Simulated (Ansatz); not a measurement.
# doublet C2H2Cl2Sn+: levels of theory compared

Wanted: a comparison of 6 runs (UHF/3-21G, UBHLYP/def2-SVP, UBLYP/def2-SVP, UPBE/def2-SVP, USVWN5/def2-SVP, UMP2/def2-SVP) of doublet C2H2Cl2Sn+. 

The calculation is run with Ansatz 0.2.0.

49 further runs of the same task are left out: 7 that didn't finish, 42 set aside as unsound or not needed.

## 1. The molecule

The species is C2H2Cl2Sn+ (7 atoms), meant as a doublet with charge +1. As SMILES of the parent species, `C#[C][SnH]([Cl])[Cl]`. Geometry: relaxed at PBE0-D4/def2-TZVP. That shape belongs to the parent species and isn't relaxed for this state.

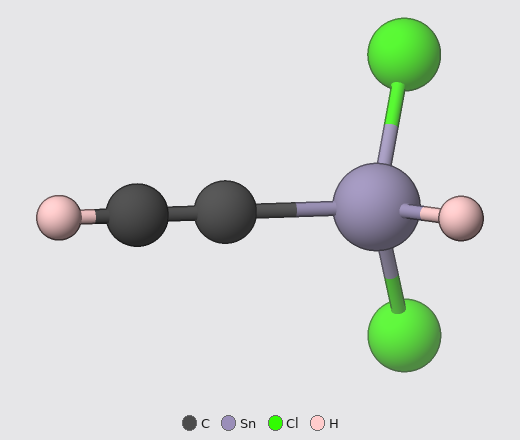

The structure, seen from a chosen angle (carbon dark grey, tin purple, chlorine green, hydrogen pink).

## 2. The energy at UHF/3-21G (run 1)

File molecule.yaml:

```yaml
crystal:
  periodic: [false, false, false]
  atoms:
    - symbol: C
      position_ang: [-1.668000, 1.349700, 0.386500]
    - symbol: C
      position_ang: [-0.744900, 0.592400, 0.224500]
    - symbol: Sn
      position_ang: [0.833800, -0.704500, -0.025300]
    - symbol: Cl
      position_ang: [0.163900, -2.365900, -1.482000]
    - symbol: Cl
      position_ang: [2.540200, 0.448400, -1.069500]
    - symbol: H
      position_ang: [-2.485300, 2.020900, 0.525300]
    - symbol: H
      position_ang: [1.421600, -1.409000, 1.394900]
basis:
  gaussian: {orbitals: 3-21G-spherical.json}
total_charge: 1
magnetization: {spin_polarized: true, initial_magnetization: 1}
hamiltonian: {xc: hf}
accuracy: high
output: {orbitals: {seedname: orbitals}}
```

The basis set 3-21G is read from a file made from the Basis Set Exchange's data (not shown).

Run with:

```bash
$ ansatz run molecule.yaml --threads 1 --pin off --max-ram 3480MiB --events-out events.jsonl --progress --plain --runs-dir runs
```

Log:

```text
Warning: RAYON_NUM_THREADS=1 ignored (pool sized by the plan → 1); use --threads N
Functional definition: HF
  name "HF"
  exchange = exact_x
  correlation = 0
1713 factors; integrals over basis functions are off by at most 1.6e-8 eV
mean field evaluation 1: about -190121.3560 eV, gradient 2.1e1 eV
mean field evaluation 2: about -190121.6670 eV, gradient 2.1e1 eV
mean field evaluation 4: about -190125.4467 eV, gradient 2.7e0 eV
mean field evaluation 8: about -190126.2507 eV, gradient 1.0e0 eV
mean field evaluation 16: about -190126.3071 eV, gradient 4.4e-6 eV
mean field evaluation 32: about -190126.2992 eV, gradient 5.0e-1 eV
mean field evaluation 64: about -190126.3023 eV, gradient 1.1e-2 eV
mean field evaluation 96: about -190125.7790 eV, gradient 3.0e0 eV
mean field evaluation 128: about -190124.9263 eV, gradient 4.7e-1 eV
mean field evaluation 160: about -190126.2411 eV, gradient 1.6e0 eV
mean field evaluation 192: about -190125.2905 eV, gradient 5.4e-2 eV
mean field evaluation 224: about -190126.2997 eV, gradient 1.2e-2 eV
mean field evaluation 256: about -190126.3071 eV, gradient 7.3e-5 eV
mean field evaluation 288: about -190125.6888 eV, gradient 5.6e-4 eV
mean field -190126.30707080 eV, -6987.0129126122 hartree, gradient 3.4e-8 eV, S^2 0.753378; 5 other end points of the search recorded, 0 dependent functions left out
reference -190126.30707080 eV, -6987.0129126122 hartree; 49, 48 occupied and 30, 31 virtual orbitals, 1713 factors
Total energy: -190126.30707080 eV, -6987.0129126122 hartree
```

Run time: 36 s. Hardware: 1 thread of Arm Neoverse V1, shared host; peak memory 0.58 GiB.

## 3. The energy at UBHLYP/def2-SVP (core potential) (run 2)

File job.yaml:

```yaml
crystal:
  periodic: [false, false, false]
  atoms:
    - symbol: C
      position_ang: [-1.668000, 1.349700, 0.386500]
    - symbol: C
      position_ang: [-0.744900, 0.592400, 0.224500]
    - symbol: Sn
      position_ang: [0.833800, -0.704500, -0.025300]
    - symbol: Cl
      position_ang: [0.163900, -2.365900, -1.482000]
    - symbol: Cl
      position_ang: [2.540200, 0.448400, -1.069500]
    - symbol: H
      position_ang: [-2.485300, 2.020900, 0.525300]
    - symbol: H
      position_ang: [1.421600, -1.409000, 1.394900]
basis:
  gaussian: {orbitals: def2-SVP}
hamiltonian: {xc: {name: BHLYP}}
magnetization: {spin_polarized: true, initial_magnetization: 1}
total_charge: 1
output: {orbitals: {seedname: orbitals}}
accuracy: high
```

Run with:

```bash
$ ansatz run job.yaml --threads 1 --pin off --max-ram 3480MiB --events-out events.jsonl --progress --plain --runs-dir runs
```

Log:

```text
Warning: RAYON_NUM_THREADS=1 ignored (pool sized by the plan → 1); use --threads N
Functional definition: BHLYP
  name "BHLYP"
  parameter a = 0.5
  exchange = (1 - a)*b88_x + a*exact_x
  correlation = lyp_c
2156 factors; integrals over basis functions are off by at most 3.3e-8 eV
mean field evaluation 1: about -32953.1274 eV, gradient 3.1e1 eV
mean field evaluation 2: about -32947.5187 eV, gradient 4.2e1 eV
mean field evaluation 4: about -32959.2466 eV, gradient 5.2e0 eV
mean field evaluation 8: about -32959.4623 eV, gradient 1.8e0 eV
mean field evaluation 16: about -32959.6989 eV, gradient 8.4e-3 eV
mean field evaluation 32: about -32959.7086 eV, gradient 1.7e-6 eV
mean field -32959.70863029 eV, -1211.2469512704 hartree, gradient 2.4e-8 eV, S^2 0.754439; 6 other end points of the search recorded, 0 dependent functions left out
reference -32959.70865939 eV, -1211.2469523397 hartree; 35, 34 occupied and 65, 66 virtual orbitals, 2156 factors
Total energy: -32959.70865939 eV, -1211.2469523397 hartree
```

Wall time 2.6 min (1 thread of Arm Neoverse V1, shared host); peak memory 0.65 GiB.

## 4. A single-point energy at UBLYP/def2-SVP (core potential) (run 3)

File in.yaml:

```yaml
crystal:
  periodic: [false, false, false]
  atoms:
    - {symbol: C, position_ang: [-1.668000, 1.349700, 0.386500]}
    - {symbol: C, position_ang: [-0.744900, 0.592400, 0.224500]}
    - {symbol: Sn, position_ang: [0.833800, -0.704500, -0.025300]}
    - {symbol: Cl, position_ang: [0.163900, -2.365900, -1.482000]}
    - {symbol: Cl, position_ang: [2.540200, 0.448400, -1.069500]}
    - {symbol: H, position_ang: [-2.485300, 2.020900, 0.525300]}
    - {symbol: H, position_ang: [1.421600, -1.409000, 1.394900]}
basis:
  gaussian:
    orbitals: def2-SVP
total_charge: 1
magnetization:
  spin_polarized: true
  initial_magnetization: 1
hamiltonian:
  xc: {name: BLYP}
accuracy: high
output: {orbitals: {seedname: orbitals}}
```

Run with:

```bash
$ ansatz run in.yaml --threads 1 --pin off --max-ram 3480MiB --events-out events.jsonl --progress --plain --runs-dir runs
```

Log, cut to the lines that bear on the results:

```text
Warning: RAYON_NUM_THREADS=1 ignored (pool sized by the plan → 1); use --threads N
Functional definition: BLYP
  name "BLYP"
[...]
2156 factors; integrals over basis functions are off by at most 3.3e-8 eV
[...]
mean field -32961.18274628 eV, -1211.3011240337 hartree, gradient 2.7e-8 eV, S^2 0.751386; 20 other end points of the search recorded, 0 dependent functions left out
reference -32961.18280371 eV, -1211.3011261442 hartree; 35, 34 occupied and 65, 66 virtual orbitals, 2156 factors
Total energy: -32961.18280371 eV, -1211.3011261442 hartree
```

It took 93 s on 1 thread of Arm Neoverse V1, shared host; peak memory 0.36 GiB.

Runs 4 to 5 aren't shown in full; the table further down has their settings and results.

## 5. The energy at UMP2/def2-SVP (core potential) (run 6)

File input.yaml:

```yaml
crystal:
  periodic: [false, false, false]
  atoms:
    - {symbol: C, position_ang: [-1.668000, 1.349700, 0.386500]}
    - {symbol: C, position_ang: [-0.744900, 0.592400, 0.224500]}
    - {symbol: Sn, position_ang: [0.833800, -0.704500, -0.025300]}
    - {symbol: Cl, position_ang: [0.163900, -2.365900, -1.482000]}
    - {symbol: Cl, position_ang: [2.540200, 0.448400, -1.069500]}
    - {symbol: H, position_ang: [-2.485300, 2.020900, 0.525300]}
    - {symbol: H, position_ang: [1.421600, -1.409000, 1.394900]}
basis:
  gaussian: {orbitals: def2-SVP}
total_charge: 1
magnetization: {spin_polarized: true, initial_magnetization: 1}
correlation: {method: mp2, frozen_orbitals: {C: 1, Cl: 5, H: 0, Sn: 4}}
accuracy: high
```

Run with:

```bash
$ ansatz run input.yaml --threads 1 --pin off --max-ram 3480MiB --events-out events.jsonl --progress --plain --runs-dir runs
```

Log, cut to the lines that bear on the results:

```text
Warning: RAYON_NUM_THREADS=1 ignored (pool sized by the plan → 1); use --threads N
Functional definition: HF
  name "HF"
[...]
2156 factors; integrals over basis functions are off by at most 3.3e-8 eV
[...]
mean field -32886.33912509 eV, -1208.5506716858 hartree, gradient 8.8e-8 eV, S^2 0.754181; 11 other end points of the search recorded, 0 dependent functions left out
16 core orbitals not correlated: weight in the atoms' cores, before any rotation towards them, 1.000 or more for the frozen orbitals, at most 0.000 for the correlated occupied ones
reference -32886.33912509 eV, -1208.5506716858 hartree; 19, 18 occupied and 65, 66 virtual orbitals, 2156 factors
second order -15.26648013 eV of doubles, -0.00000000 eV of singles
Total energy: -32901.60560522 eV, -1209.1117044825 hartree
```

It took 1.9 min on 1 thread of Arm Neoverse V1, shared host; peak memory 0.63 GiB.

## 6. The series

```
run                             level  core potential  frozen core orbitals   energy (Eh)  HOMO energy (eV)  LUMO energy (eV)   ⟨S²⟩  wall time
  1                         UHF/3-21G            none                     –  -6987.012913            -16.58             -9.15  0.753       36 s
  2  UBHLYP/def2-SVP (core potential)        def2-SVP                     –  -1211.246952            -14.55            -12.06  0.754    2.6 min
  3   UBLYP/def2-SVP (core potential)        def2-SVP                     –  -1211.301126            -12.68            -12.67  0.751       93 s
  4    UPBE/def2-SVP (core potential)        def2-SVP                     –  -1210.905829            -12.89            -12.89  0.751       74 s
  5  USVWN5/def2-SVP (core potential)        def2-SVP                     –  -1207.365456            -12.98                 –  0.751       29 s
  6    UMP2/def2-SVP (core potential)        def2-SVP                    16  -1209.111704                 –                 –  0.754    1.9 min
```

## 7. Outcome

```
                                           quantity           value
                                run 6: total energy  -1209.11170 Eh
run 6: correlation energy (16 core orbitals frozen)      -561.0 mEh
           run 6: ⟨S²⟩ of the reference determinant           0.754
```

What this shows: Totals of different functionals can't be ranked against each other. Some runs of one species differ in core potentials or relativity; totals across that change don't compare. In run 1 relativity is left out where basis or elements ask for it. All runs together took 8.3 min, the longest 2.6 min.
